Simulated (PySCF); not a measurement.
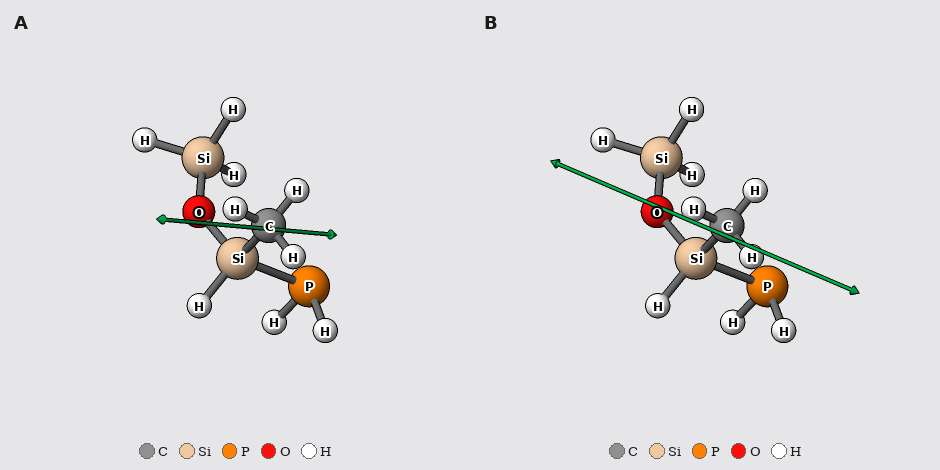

The double arrows show the directions of two transition dipoles from the ground state (lengths mean nothing). Computed geometry: PBE0-D3(BJ)/def2-SVP optimisation. No frequency run is at hand to confirm it as a minimum. Level of theory: TDDFT HF/def2-SVPD, vertical, gas phase, core orbitals frozen in the response (PySCF 2.14.0).

One belongs to singlet state 1 and one to singlet state 3. Which is which?

A: state 3, 7.90 eV (157 nm), oscillator strength 0.42, mainly HOMO → LUMO+4 (weight 0.62).
B: state 1, 6.87 eV (180 nm), oscillator strength 0.020, of mixed character, with the largest part HOMO → LUMO+5 (weight 0.48).
